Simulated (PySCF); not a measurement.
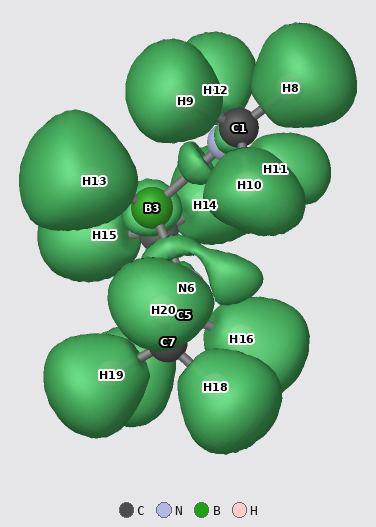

*C4H13BN2. Isosurface of the electron localisation function at 0.85 (green), seen at an oblique angle. Only the valence region is drawn (cores and ρ < 0.01 e/Å³ removed).*

Geometry: GFN2-xTB.

Theory: PBE0/pcSseg-1, SCF density, gas phase, non-relativistic in PySCF.

```xyz
20

C     2.2543   -0.6917    0.6132
N     1.5295    0.5389    0.3218
B    -0.1378    0.4551    0.6438
C    -0.8522    1.7479   -0.0357
C    -1.4777    0.7294   -1.0041
N    -0.7005   -0.3723   -0.4661
C    -1.2518   -1.6938   -0.4764
H     3.3081   -0.6299    0.3319
H     2.1775   -0.9074    1.6767
H     1.7791   -1.4996    0.0625
H     1.5541    0.7338   -0.6748
H     1.9180    1.3292    0.8283
H    -0.2247    0.1593    1.7900
H    -0.2270    2.4871   -0.5401
H    -1.5983    2.2891    0.5426
H    -1.3001    0.9037   -2.0769
H    -2.5611    0.6085   -0.8565
H    -1.3149   -2.0778   -1.5031
H    -2.2668   -1.7389   -0.0439
H    -0.6127   -2.3598    0.1044
```

Where are the electrons localised?

Answer. The ELF exceeds this value in one region between bonded B–C atoms (shared pairs), one region between bonded B–N atoms (shared pairs), one region between bonded C–C atoms (shared pairs), three regions between bonded C–N atoms (shared pairs), 13 regions around hydrogen nuclei and one region on N in which the atom's valence shell and bonds are merged. Along the contacts the grid gives the following. C–N (1.43 Å): the ELF peaks at about 0.95 between the atoms, as expected for a shared electron pair. B–N (1.49 Å): the ELF peaks at about 0.90 between the atoms: a polar covalent bond.
